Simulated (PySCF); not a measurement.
# C$_{6}$H$_{6}$, triplet, SMILES `[CH]1C=CC=C[CH]1`: electronic structure

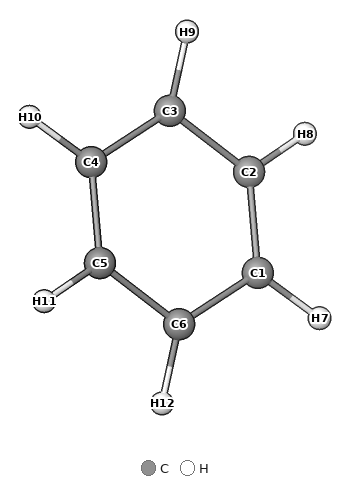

The molecule, with its atoms numbered as below. No frequency check shows the geometry to be a minimum.

Cartesian coordinates (Å):

```
C1      -1.2457   -0.6717   -0.0634
C2      -1.2457    0.6717    0.0634
C3       0.0000    1.4058    0.0294
C4       1.2458    0.6717    0.0634
C5       1.2458   -0.6717   -0.0634
C6       0.0000   -1.4058   -0.0294
H7      -2.1728   -1.2245   -0.1004
H8      -2.1728    1.2245    0.1004
H9      -0.0002    2.3885   -0.4207
H10      2.1728    1.2245    0.1004
H11      2.1728   -1.2245   -0.1004
H12     -0.0002   -2.3885    0.4207
```

## 1. Bonding charge

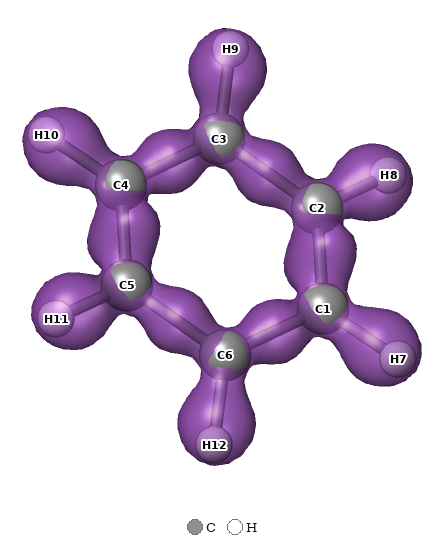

Deformation density (molecule less spherical, spin-averaged free atoms at the same positions), surfaces at ±0.2 e/Å³; purple: gain, green: loss.

Level of theory: ωB97X/aug-cc-pVDZ (PySCF), at a geometry from GFN2-xTB. The stability of the open-shell solution wasn't checked. GFN2-xTB doesn't know the spin state, so this open-shell geometry is rough.

> Describe the bonding that the map shows.

C1–H7, C2–H8, C4–H10 and C5–H11: +0.74 e/Å³ at the bond critical point (bond length 1.08 Å). C3–H9 and C6–H12: +0.73 e/Å³ at the bond critical point (bond length 1.08 Å). C1–C2 and C4–C5: +0.65 e/Å³ at the bond critical point (bond length 1.35 Å). C2–C3, C3–C4, C1–C6 and C5–C6: +0.56 e/Å³ at the bond critical point (bond length 1.45 Å). In all, 3.0 electrons gather in the regions of gain relative to the promolecule.

> Where do the Hirshfeld charges lie?

The highest Hirshfeld charge is on H7, H8, H10 and H11 (+0.06 e), the lowest on C1, C2, C4 and C5 (−0.06 e).

## 2. Bond critical points

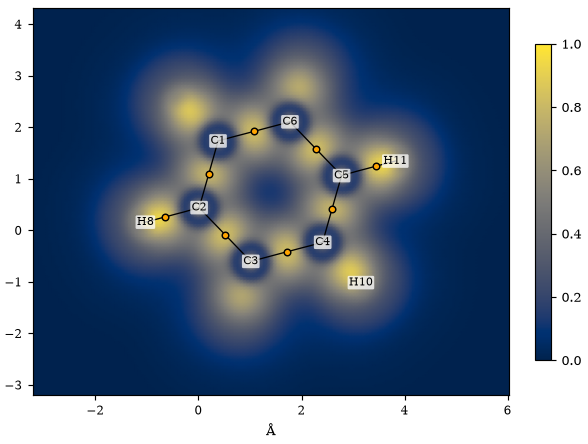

Localised orbital locator (LOL) in a plane through 9 of the atoms, with bond paths and bond critical points (dots).

> Rank the bonds in the plane by LOL at their critical points.

C2–H8 and C5–H11: about 0.90; C2–C3, C3–C4, C1–C6 and C5–C6: about 0.82; C1–C2 and C4–C5: about 0.78. Values above 0.5 mark slow, localised electrons, as in shared pairs; low values at a critical point mark a polar or closed-shell contact whose critical point lies between the shells.

> Where along C2–H8 does the critical point lie?

0.68 Å from C2 and 0.40 Å from H8.

## 3. Local ionisation energy

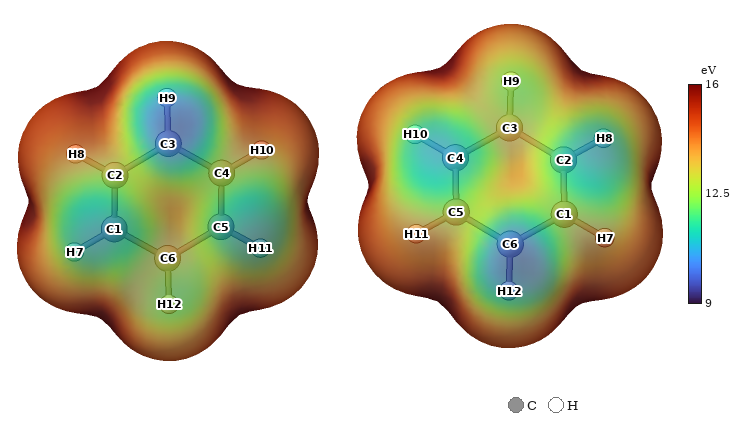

Average local ionisation energy on the surface of electron density 0.001 a.u. (back view left, front view right).

> Locate the minima of the map.

The lowest value is 9.9 eV, off the C3–H9 bond (2.1 to 2.2 Å from its atoms), and at like points elsewhere. Further minima include 10.7 eV, off the C1–C2 bond (2.2 to 2.3 Å from its atoms), and at like points elsewhere. For comparison, the highest occupied orbital lies at −5.7 eV.

## 4. Spin density

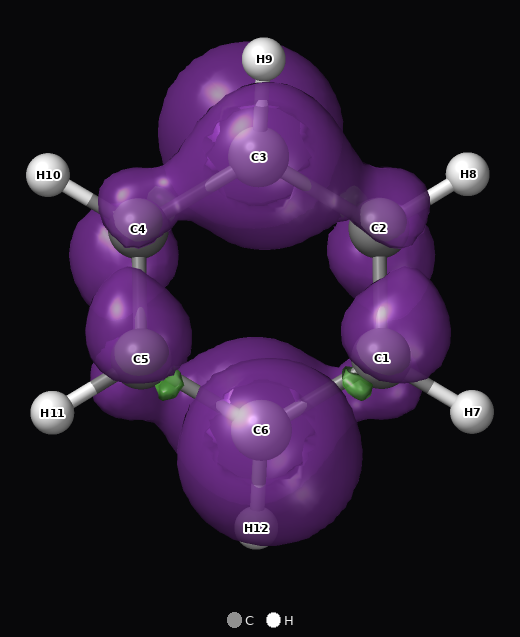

Spin density ρα − ρβ at ±0.03 e/Å³ (purple: excess α, green: excess β).

> Give the atomic spin populations that go with this picture.

Hirshfeld spin populations: C3 and C6 +0.63, C1, C2, C4 and C5 +0.15 and H9 and H12 +0.05. ⟨S²⟩ = 2.01, against 2.00 for a pure state.

## 5. In an electric field

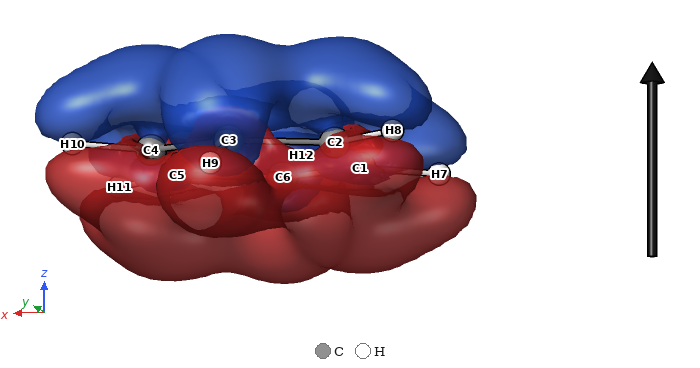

Change of the electron density in a uniform field of 0.21 V/Å along +z (arrow), surfaces at ±0.0008 e/Å³ (red: gain, blue: loss).

Level of theory: HF/cc-pVDZ (PySCF), at a geometry from GFN2-xTB. A basis without diffuse functions makes polarisabilities too small. The stability of the open-shell solution wasn't checked. GFN2-xTB doesn't know the spin state, so this open-shell geometry is rough.

> How large is the response?

The induced dipole is 0.27 D (along the field); α along this axis, from the fields in both directions, is 26 bohr³ (3.9 Å³).

> Which atoms gain and lose the most charge?

Electrons gather most on H9 (Hirshfeld charge changes by −0.002 e) and leave H12 most (+0.002 e); 0.037 electrons are displaced in all.

The PySCF runs shown took 25 s and 2.7 s on 1 thread of Intel(R) Xeon(R) 6975P-C (Granite Rapids), on a shared host.
